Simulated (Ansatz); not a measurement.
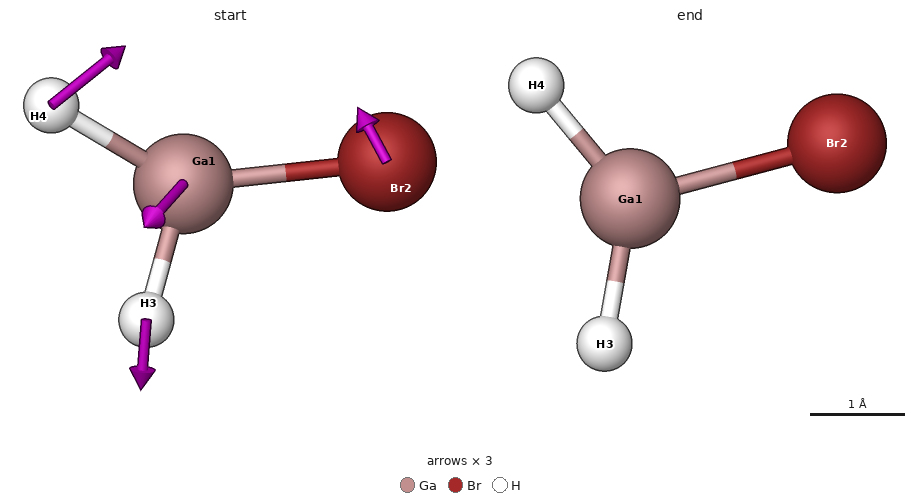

The structure of GaH2Br (coarse preliminary run) before (left) and after (right) a relaxation, at one scale. The purple arrows give the displacements, magnified 3 times.

Style: ball-and-stick. Shown at a tilt.

The start comes from a force field.

All numbers below come from RKS PBE-D4/def2-SVP (Ansatz 0.2.0). (force threshold 0.03 eV/Å; at most 200 steps)

What changed between the two?

Answer. After 3 geometry steps the energy has fallen by 17.5 kcal/mol. The largest force component goes from 3 to 0.011 eV/Å. The atom that moves furthest after the best rigid fit is H4 (0.37 Å). By element the largest moves are H 0.37 Å, Ga 0.33 Å, Br 0.23 Å. Among the contacts that change: Ga1–H4 1.713 → 1.570 Å, Ga1–Br2 2.183 → 2.313 Å, Ga1–H3 1.559 → 1.571 Å. Among the angles between lasting bonds that change: H3–Ga1–H4 99.4° → 129.7°, Br2–Ga1–H4 141.0° → 115.1°, Br2–Ga1–H3 111.3° → 115.2°. The run took roughly 6 core-seconds on a shared host.
